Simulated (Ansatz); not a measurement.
System: BFGaH$_{6}$NSi (SMILES N[SiH]([GaH2])BF).

```yaml
atoms:
  - { symbol: N, position_ang: [-0.6801, 1.6636, 0.3495] }
  - { symbol: Si, position_ang: [0.1458, 0.3336, -0.3771] }
  - { symbol: Ga, position_ang: [1.4287, -0.8619, 1.2819] }
  - { symbol: B, position_ang: [-1.1023, -0.9700, -1.2766] }
  - { symbol: F, position_ang: [-2.4180, -0.8880, -1.1440] }
  - { symbol: H, position_ang: [-0.2178, 2.2460, 1.0277] }
  - { symbol: H, position_ang: [-1.3652, 2.1869, -0.1714] }
  - { symbol: H, position_ang: [1.1586, 0.6826, -1.4376] }
  - { symbol: H, position_ang: [1.6865, -0.2287, 2.7028] }
  - { symbol: H, position_ang: [2.0540, -2.2736, 0.9806] }
  - { symbol: H, position_ang: [-0.6902, -1.8905, -1.9358] }
```

Geometry: PBE0-D4/def2-TZVP.

These are results of RKS PBE0-D4/def2-TZVPP (Ansatz), not measurements.

Question: Predict the electron density and electron localisation function between the atoms.

Answer: B–F (1.32 Å): ρ is about 2.2 e/Å³ halfway; the ELF peaks at about 0.85 between the atoms, as expected for a shared but strongly polarised pair.
Si–N (1.73 Å): ρ is about 1.1 e/Å³ halfway; the ELF peaks at about 0.90 between the atoms; a shared but strongly polarised pair.
Si–B (2.02 Å): ρ at the midpoint is about 0.81 e/Å³; the ELF peaks at about 1 between the atoms; a shared electron pair.
N–H (1.01 Å): ρ at the midpoint is about 2.9 e/Å³; the ELF climbs to about 1 towards the hydrogen, as it does in any bond to H: an ordinary covalent bond to hydrogen.

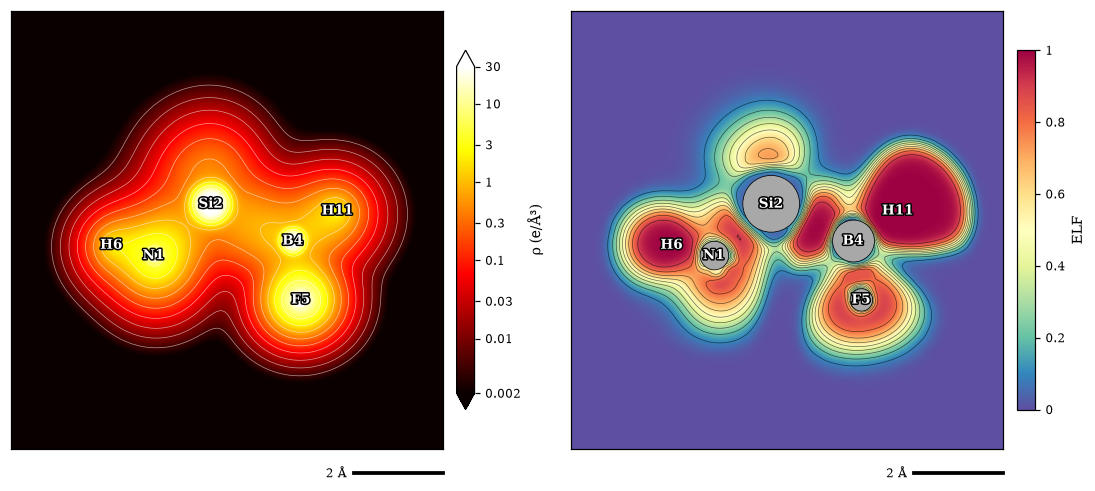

Computed electron density and electron localisation function on the plane of atoms F5, B4 and H11, in this order. Grey discs cover the atomic cores in the ELF map. 
